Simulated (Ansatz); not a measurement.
# H₈N₄Si: what the fields show

The calculation's input:

```
basis:
  gaussian: {orbitals: def2-SVPD}
crystal:
  periodic: [false, false, false]
  atoms:
    - {symbol: N, position_ang: [0.257446, 0.158315, 1.502303]}
    - {symbol: "N", position_ang: [1.585341, -0.460927, -0.768618]}
    - {symbol: N, position_ang: [-0.931503, 1.297867, -0.640097]}
    - {symbol: "N", position_ang: [-0.948397, -1.395626, -0.858927]}
    - {symbol: Si, position_ang: [-0.009254, -0.100047, -0.191288]}
    - {symbol: H, position_ang: [0.845784, -0.494416, 2.010611]}
    - {symbol: H, position_ang: [-0.520746, 0.460516, 2.079952]}
    - {symbol: H, position_ang: [2.360371, 0.117521, -0.459855]}
    - {symbol: H, position_ang: [1.705059, -0.727031, -1.740977]}
    - {symbol: H, position_ang: [-0.633590, 2.209027, -0.305990]}
    - {symbol: H, position_ang: [-1.288370, 1.365410, -1.588075]}
    - {symbol: H, position_ang: [-0.588143, -2.342826, -0.798579]}
    - {symbol: H, position_ang: [-1.955053, -1.388624, -0.727813]}
hamiltonian: {xc: pbe0}
output: {forces: true, orbitals: {seedname: orbitals}}
```

Launched as:

```sh
ansatz run input.yaml --threads 2 --pin off --max-ram 4350MiB --events-out events.jsonl --progress --plain --runs-dir runs
```

Geometry: r2SCAN-D4/def2-SVP.

Level of theory: Ansatz 0.2.0, isolated molecule in a Gaussian basis; Kohn-Sham density functional theory, functional PBE0.

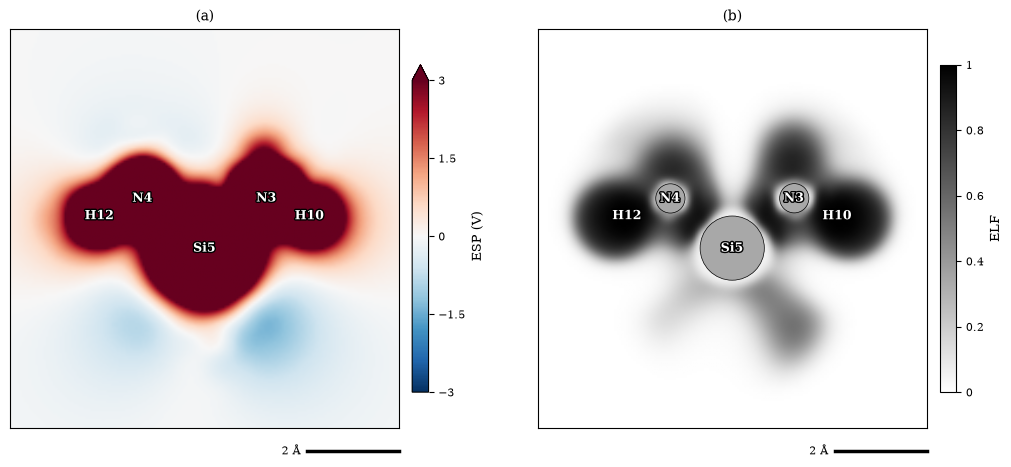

Figure 1. (a) electrostatic potential; (b) ELF on the plane of atoms Si5, N3 and H10. Grey discs cover the atomic cores in the ELF map.

Q: What does the map show?

A: Atoms in the plane: N, Si and H. Si–N (1.73 Å): the ELF peaks at about 0.95 between the atoms: a polar covalent bond. N–H (1.02 Å): the ELF climbs to about 1 towards the hydrogen, as it does in any bond to H: an ordinary covalent bond to hydrogen. Outside the dense part of the molecule the potential is most negative (−1.4 V) near N1, N3 and N4, which lies off the plane.

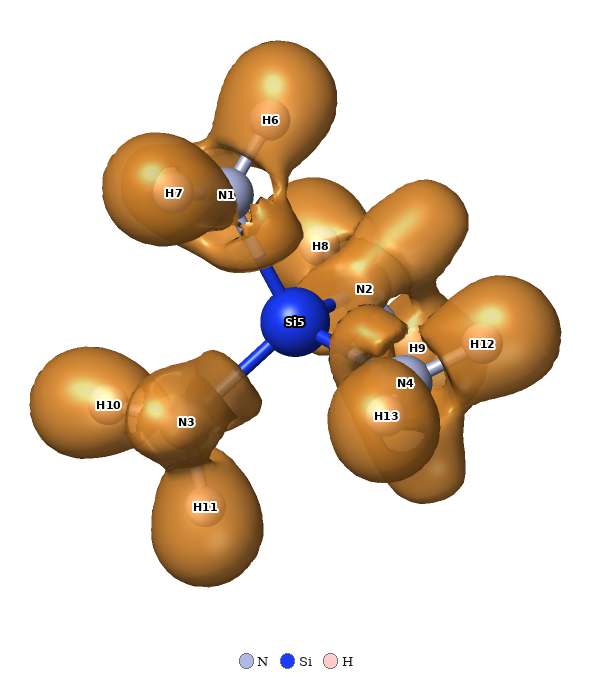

Figure 2. Isosurface of the electron localisation function at 0.8 (orange), seen at a tilt. Only the valence region is drawn (cores and ρ < 0.01 e/Å³ removed).

Q: Identify the bonds, lone pairs and shells in this picture.

A: At this value the surface marks out four joined regions spread over several atoms (H, N), in which their bonds and any lone pairs are merged.

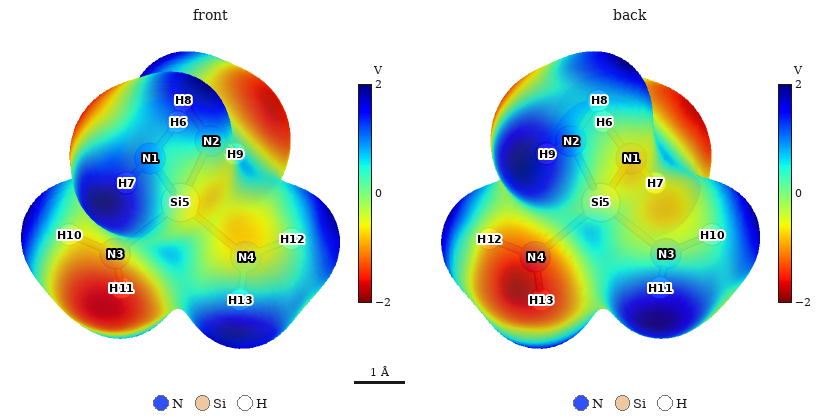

Figure 3. The electrostatic potential painted on the density surface at 0.004 e/bohr³, seen from the front and from behind; red is negative and blue positive.

Q: Describe the electrostatic potential map.

A: The most negative region (about −1.7 V, or −39 kcal/mol for a unit charge) lies over N1, N2, N3 and N4, the most positive (about +1.9 V, or +44 kcal/mol for a unit charge) over the H atoms.

Q: What dipole moment does the calculation give?

A: Its dipole moment is zero.
